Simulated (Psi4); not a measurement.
# GaHOF (SMILES [OH][Ga][F]) at UM06-L/def2-TZVP (sweep point 6)

Aim: the vertical ionisation energy of GaHOF at UM06-L/def2-TZVP (sweep point 6), from 2 runs. 

Program for the calculation: Psi4 1.11.

4 further runs of the same task are left out: 4 set aside as unsound or not needed.

### Step 1. Starting point

GaHOF has 4 atoms, charge 0, and is taken as a doublet. SMILES: `[OH][Ga][F]`. Geometry: relaxed at PBE0-D4/def2-TZVP.

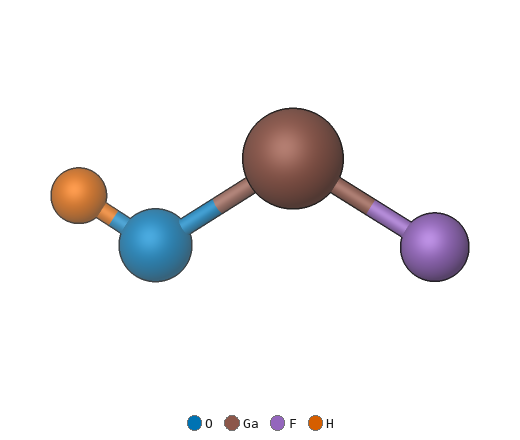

Viewed from a chosen angle; oxygen blue, gallium brown, fluorine purple, hydrogen orange.

### Step 2. The energy at UM06-L/def2-TZVP (sweep point 6)

File run.py:

```python
import psi4

psi4.set_memory('1600 MB')
psi4.set_num_threads(1)
psi4.core.set_output_file('psi4.out', False)

molecule = psi4.geometry("""
0 2
O     -1.75461071     0.11565124    -0.62984572
Ga     1.51631624     0.40496831     0.22185385
F      2.74029185    -2.16940559     1.93318983
H     -2.39692862     1.53502453    -1.56355940
units au
symmetry c1
""")

psi4.set_options({
    'basis': 'def2-TZVP',
    'reference': 'uks',
    'puream': True,
    'scf_type': 'pk',
    'dft_radial_points': 99,
    'dft_spherical_points': 590,
    'maxiter': 100,
})

e = psi4.energy('M06-L', molecule=molecule)
print(f'total energy {e:.8f} hartree = {e * 27.211386:.5f} eV')
for k, v in sorted(psi4.core.scalar_variables().items()):
    print(f'{k:45s} {v:18.10f}')
```

Command:

```
$ python run.py
```

psi4.out:

```text
[...]
  Running in c1 symmetry.
[...]
  Nuclear repulsion =  182.368867515126112
[...]
  Multiplicity = 2
[...]
  Nalpha       = 25
  Nbeta        = 24
[...]
    Number of basis functions: 116
[...]
   @UKS iter   1: -2098.64075830631555   -1.60231e+00   2.82615e-02 DIIS/ADIIS
[...]
   @UKS iter  12: -2100.55133765620894   -1.19426e-08   2.60837e-07 DIIS
[...]
   @S^2 Observed:                7.522363870E-01
[...]
    Orbital Energies [Eh]
    ---------------------
    Alpha Occupied:
       1A   -371.909779     2A    -45.810970     3A    -40.467569
       4A    -40.465200     5A    -40.463517     6A    -24.451736
       7A    -18.982947     8A     -5.507111     9A     -3.748668
      10A     -3.742310    11A     -3.738302    12A     -1.112280
      13A     -0.981378    14A     -0.769871    15A     -0.769722
      16A     -0.766985    17A     -0.761545    18A     -0.760638
      19A     -0.475635    20A     -0.401648    21A     -0.350486
      22A     -0.344256    23A     -0.339090    24A     -0.298922
      25A     -0.211572
    Alpha Virtual:
[...]
  @UKS Final Energy: -2100.55133765620894
   => Energetics <=
    Nuclear Repulsion Energy =            182.3688675151261123
    One-Electron Energy =               -3292.5695537362148571
    Two-Electron Energy =                1104.1824448936472436
    DFT Exchange-Correlation Energy =     -94.5330963287673853
    Empirical Dispersion Energy =           0.0000000000000000
    VV10 Nonlocal Energy =                  0.0000000000000000
    Total Energy =                      -2100.5513376562089434
[...]
 Multipole Moments:
 ------------------------------------------------------------------------------------
     Multipole            Electronic (a.u.)      Nuclear  (a.u.)        Total (a.u.)
 ------------------------------------------------------------------------------------
 L = 1.  Multiply by 2.5417464519 to convert [e a0] to [Debye]
 Dipole X            :          3.5451047           -3.6501635           -0.1050587
 Dipole Y            :          0.9768140            0.1154909            1.0923049
 Dipole Z            :          0.5788154           -1.1780786           -0.5992632
 Magnitude           :                                                    1.2503134
[...]
```

The script printed:

```text
total energy -2100.55133766 hartree = -57158.91326 eV
CURRENT ENERGY                                  -2100.5513376562
CURRENT REFERENCE ENERGY                        -2100.5513376562
DD SOLVATION ENERGY                                 0.0000000000
DFT FUNCTIONAL TOTAL ENERGY                     -2100.5513376562
DFT TOTAL ENERGY                                -2100.5513376562
DFT VV10 ENERGY                                     0.0000000000
DFT XC ENERGY                                     -94.5330963288
GRID ELECTRONS ALPHA                               24.9999990488
GRID ELECTRONS BETA                                23.9999991328
GRID ELECTRONS TOTAL                               48.9999981816
NUCLEAR REPULSION ENERGY                          182.3688675151
ONE-ELECTRON ENERGY                             -3292.5695537362
PCM POLARIZATION ENERGY                             0.0000000000
PE ENERGY                                           0.0000000000
SCF ITERATION ENERGY                            -2100.5513376562
SCF ITERATIONS                                     12.0000000000
SCF TOTAL ENERGY                                -2100.5513376562
TWO-ELECTRON ENERGY                              1104.1824448936
XC GRID RADIAL POINTS                              99.0000000000
XC GRID SPHERICAL POINTS                          590.0000000000
XC GRID TOTAL POINTS                           224542.0000000000
```

Run time: 24 s. Hardware: 1 thread of Intel Xeon 6975P-C (Granite Rapids), shared host; peak memory 0.7 GiB.

### Step 3. The singlet cation, same level

File run.py:

```python
import psi4

psi4.set_memory('1600 MB')
psi4.set_num_threads(1)
psi4.core.set_output_file('run.log', False)

geom = psi4.geometry("""
1 1
O     -1.75461071     0.11565124    -0.62984572
Ga     1.51631624     0.40496831     0.22185385
F      2.74029185    -2.16940559     1.93318983
H     -2.39692862     1.53502453    -1.56355940
units bohr
symmetry c1
""")

psi4.set_options(dict(basis='def2-TZVP', puream=True, scf_type='pk', dft_radial_points=99, dft_spherical_points=590))

E, wfn = psi4.energy('M06-L', return_wfn=True)
print(f'total energy {E:.8f} hartree = {E * 27.211386:.5f} eV')
```

Command:

```
$ python run.py
```

run.log:

```text
[...]
  Running in c1 symmetry.
[...]
  Nuclear repulsion =  182.368867515126112
[...]
  Multiplicity = 1
[...]
  Nalpha       = 24
  Nbeta        = 24
[...]
    Number of basis functions: 116
[...]
   @RKS iter   1: -2098.48651087930239   -1.44806e+00   2.75310e-02 ADIIS/DIIS
[...]
   @RKS iter  12: -2100.21527049678298   -2.02149e-08   2.21207e-07 DIIS
[...]
    Orbital Energies [Eh]
    ---------------------
    Doubly Occupied:
       1A   -372.236187     2A    -46.135127     3A    -40.791677
       4A    -40.790316     5A    -40.786583     6A    -24.724963
       7A    -19.265306     8A     -5.829837     9A     -4.069822
      10A     -4.067166    11A     -4.058384    12A     -1.367399
      13A     -1.240389    14A     -1.090530    15A     -1.090220
      16A     -1.084481    17A     -1.078458    18A     -1.076791
      19A     -0.734751    20A     -0.657690    21A     -0.604594
      22A     -0.594492    23A     -0.590064    24A     -0.553205
[...]
  @RKS Final Energy: -2100.21527049678298
   => Energetics <=
    Nuclear Repulsion Energy =            182.3688675151261123
    One-Electron Energy =               -3277.9747058210905379
    Two-Electron Energy =                1089.6033079958126564
    DFT Exchange-Correlation Energy =     -94.2127401866313647
    Empirical Dispersion Energy =           0.0000000000000000
    VV10 Nonlocal Energy =                  0.0000000000000000
    Total Energy =                      -2100.2152704967829777
[...]
 Multipole Moments:
 ------------------------------------------------------------------------------------
     Multipole            Electronic (a.u.)      Nuclear  (a.u.)        Total (a.u.)
 ------------------------------------------------------------------------------------
 L = 1.  Multiply by 2.5417464519 to convert [e a0] to [Debye]
 Dipole X            :          3.6782693           -3.6501635            0.0281058
 Dipole Y            :          1.6818412            0.1154909            1.7973321
 Dipole Z            :          0.2535957           -1.1780786           -0.9244829
 Magnitude           :                                                    2.0213513
[...]
```

The script printed:

```text
total energy -2100.21527050 hartree = -57149.76841 eV
```

It took 17 s on 1 thread of Intel Xeon 6975P-C (Granite Rapids), shared host; peak memory 0.7 GiB.

### Step 4. Summary of results

Level: UM06-L/def2-TZVP (sweep point 6).

```
                                          quantity           value
                       doublet GaHOF: total energy  -2100.55134 Eh
                      doublet GaHOF: dipole moment          3.18 D
 doublet GaHOF: HOMO energy (highest over α and β)        -5.76 eV
  doublet GaHOF: LUMO energy (lowest over α and β)        -4.72 eV
                               doublet GaHOF: ⟨S²⟩           0.752
                      singlet cation: total energy  -2100.21527 Eh
                       singlet cation: HOMO energy       -15.05 eV
                       singlet cation: LUMO energy       -12.64 eV
                     singlet cation: HOMO–LUMO gap         2.41 eV
vertical ionisation energy (to the singlet cation)        9.145 eV
```

What this shows: The vertical ionisation energy comes to 9.14 eV (882 kJ/mol). Only the singlet of the ionised species was computed; a triplet could lie lower.
